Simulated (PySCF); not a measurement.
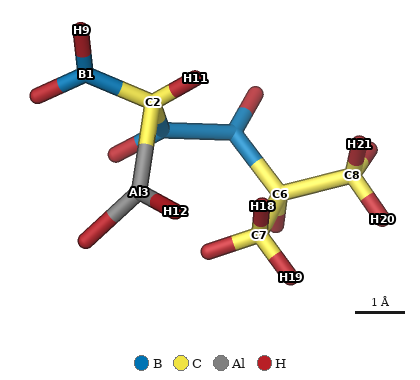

The structure as given in the input (stick view, seen at a tilt; atoms are numbered from 1 in the order of the input). Sticks mark near contacts. Bond lengths as drawn: Al–C 2.03 Å, Al–H 1.55 Å, B–B 1.63 Å, B–C 1.54 to 1.60 Å, B–H 1.18 to 1.19 Å, C–C 1.53 to 1.54 Å and C–H 1.09 to 1.10 Å.

## NMR shielding calculation, with input and output: C₄H₁₄AlB₃

C₄H₁₄AlB₃, computed with GIAO PBE0/pcSseg-1 NMR shielding, non-relativistic, gas phase (PySCF 2.14.0).

The geometry comes from this level: GFN2-xTB. It belongs to a series of runs on one base structure; here: H on C replaced by BH2. Figures and captions count atoms from 1; the log counts them from 0 in places.

Input file:
```
{"job": {"kind": "nmr", "xc": "PBE0", "basis": "pcSseg-1"}, "charge": 0, "multiplicity": 1}
B      3.104540     1.168684    -0.897222
C      1.613704     0.829139    -0.744865
Al     1.828674    -1.185257    -0.701420
B      0.981609     0.883741     0.673830
B     -0.608207     1.170458     0.903539
C     -1.615509    -0.069186     0.830478
C     -1.024742    -1.333940     0.202840
C     -2.945261     0.261522     0.137869
H      3.515203     1.691016    -1.867263
H      3.860392     0.922794    -0.027080
H      0.966575     1.121304    -1.581366
H      1.393138    -2.052392    -1.911770
H      2.616890    -1.958946     0.381808
H      1.693740     0.601587     1.578617
H     -1.113621     2.203779     1.145438
H     -1.850952    -0.304361     1.878923
H     -0.107208    -1.643193     0.723027
H     -0.763469    -1.152797    -0.846691
H     -1.728076    -2.166149     0.234583
H     -3.622284    -0.591569     0.169096
H     -2.773805     0.519064    -0.905422
H     -3.431742     1.104086     0.622201
```

The first line tells a small driver script what to run in PySCF; the rest is the geometry in Å.

Machine: 1 CPU thread, shared host.

Command:
```bash
OMP_NUM_THREADS=1 python <driver script> task.json out
```

The program's output:
```
coarse grid: 17912 points
cycle   1  E = -477.1947923476  dE =  4.072e-01  |g| = 4.792e-01  |ddm| = 4.009e+00
cycle   2  E = -477.1803023511  dE =  1.449e-02  |g| = 5.443e-01  |ddm| = 9.712e-01
cycle   3  E = -477.2616623126  dE = -8.136e-02  |g| = 6.868e-02  |ddm| = 5.656e-01
cycle   4  E = -477.2628530468  dE = -1.191e-03  |g| = 2.598e-02  |ddm| = 1.019e-01
cycle   5  E = -477.2630329669  dE = -1.799e-04  |g| = 6.468e-03  |ddm| = 3.019e-02
cycle   6  E = -477.2630430682  dE = -1.010e-05  |g| = 1.917e-03  |ddm| = 7.156e-03
cycle   7  E = -477.2630440607  dE = -9.925e-07  |g| = 3.350e-04  |ddm| = 2.356e-03
final grid: 165560 points
cycle   8  E = -477.3059422851  dE = -5.171e-05  |g| = 9.109e-03  |ddm| = 4.060e-02
cycle   9  E = -477.3059298868  dE =  1.240e-05  |g| = 1.144e-02  |ddm| = 1.887e-02
cycle  10  E = -477.3059652448  dE = -3.536e-05  |g| = 9.552e-04  |ddm| = 1.056e-02
cycle  11  E = -477.3059654888  dE = -2.440e-07  |g| = 2.070e-04  |ddm| = 1.075e-03
cycle  12  E = -477.3059654990  dE = -1.023e-08  |g| = 7.830e-05  |ddm| = 2.439e-04
cycle  13  E = -477.3059655007  dE = -1.663e-09  |g| = 1.857e-05  |ddm| = 9.750e-05
cycle  14  E = -477.3059655008  dE = -1.017e-10  |g| = 4.354e-06  |ddm| = 2.468e-05
```

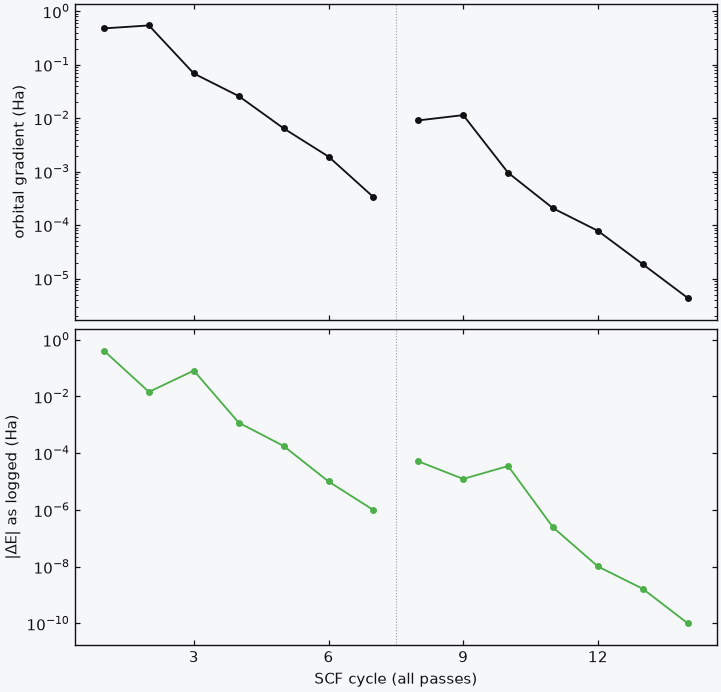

Convergence of the self-consistent field: orbital gradient and size of the energy change against the SCF cycle. The dotted line marks the change from a coarse to the final integration grid. The first 7 cycles use a coarse grid, the final grid takes over at cycle 8, and the field converges after 14 cycles in all.

```
converged SCF energy = -477.3059655008

GIAO shielding tensors (ppm)
atom      isotropic    diamagn.    paramagn.     s11        s22        s33       span
  0 B       33.686     191.236    -157.549    -26.623     -2.118    129.801    156.424
  1 C       77.178     260.077    -182.899    -53.773     96.375    188.932    242.704
  2 Al     316.944     796.448    -479.504    268.399    283.656    398.776    130.377
  3 B       18.943     197.985    -179.042    -75.206      3.388    128.647    203.853
  4 B       -4.549     192.546    -197.095   -110.754    -22.807    119.915    230.669
  5 C      145.870     250.964    -105.095    125.748    150.816    161.046     35.298
  6 C      163.843     255.274     -91.431    141.907    160.741    188.880     46.974
  7 C      163.487     246.480     -82.993    138.544    165.032    186.885     48.341
  8 H       24.754      28.219      -3.464     19.687     26.729     27.847      8.160
  9 H       24.355      28.468      -4.113     18.004     27.115     27.946      9.942
 10 H       24.674      34.637      -9.963     20.159     25.847     28.016      7.858
 11 H       26.637      29.796      -3.159     23.809     25.792     30.311      6.502
 12 H       26.372      29.774      -3.402     24.339     24.874     29.903      5.564
 13 H       22.307      32.119      -9.812     13.174     24.563     29.184     16.010
 14 H       22.520      31.386      -8.866     12.515     26.025     29.020     16.505
 15 H       29.889      31.750      -1.862     24.020     30.363     35.283     11.263
 16 H       31.056      34.822      -3.766     27.521     29.190     36.456      8.936
 17 H       30.137      35.396      -5.258     26.660     28.780     34.973      8.313
 18 H       30.298      32.314      -2.016     25.907     28.705     36.281     10.373
 19 H       30.555      29.165       1.390     26.607     28.797     36.261      9.654
 20 H       30.529      30.758      -0.230     26.673     29.412     35.501      8.829
 21 H       29.988      28.789       1.199     25.928     27.138     36.897     10.969
```

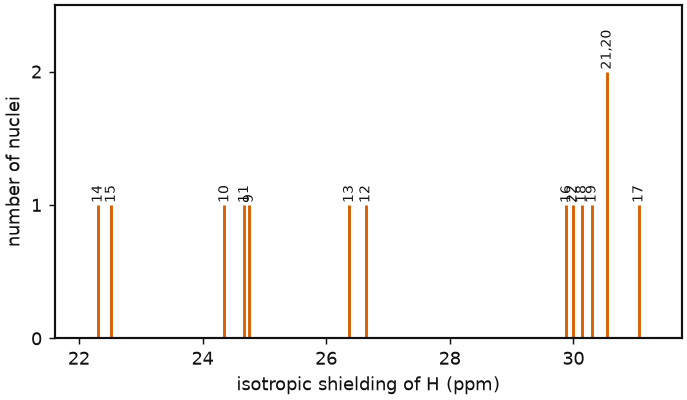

Isotropic shieldings of the hydrogen nuclei in this fixed geometry, labelled by atom number; shielding grows to the right, so chemical shift grows to the left. The least shielded is H14 (22.3 ppm), the most shielded H17 (31.1 ppm).

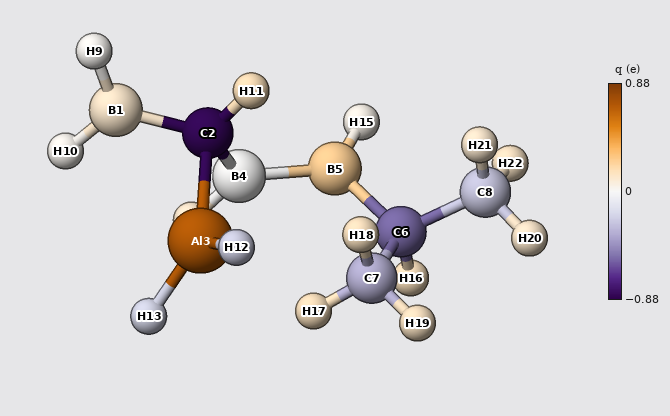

Mulliken charges, as the colour of each atom (ball-and-stick view, seen at a tilt; atoms are numbered from 1 in the order of the input). By element: B 0.00 to +0.25, C −0.83 to −0.24, Al +0.68 and H −0.21 to +0.16 e.

Summary:

```tsv
quantity	value
outcome	converged
total energy	−477.305966 hartree
HOMO	−7.74 eV
LUMO	−2.29 eV
dipole moment	2.11 D
isotropic shielding, B	−4.5 to 33.7 ppm
isotropic shielding, C	77.2 to 163.8 ppm
isotropic shielding, Al	316.9 ppm
isotropic shielding, H	22.3 to 31.1 ppm
wall time	79 s
peak memory	0.87 GiB
```
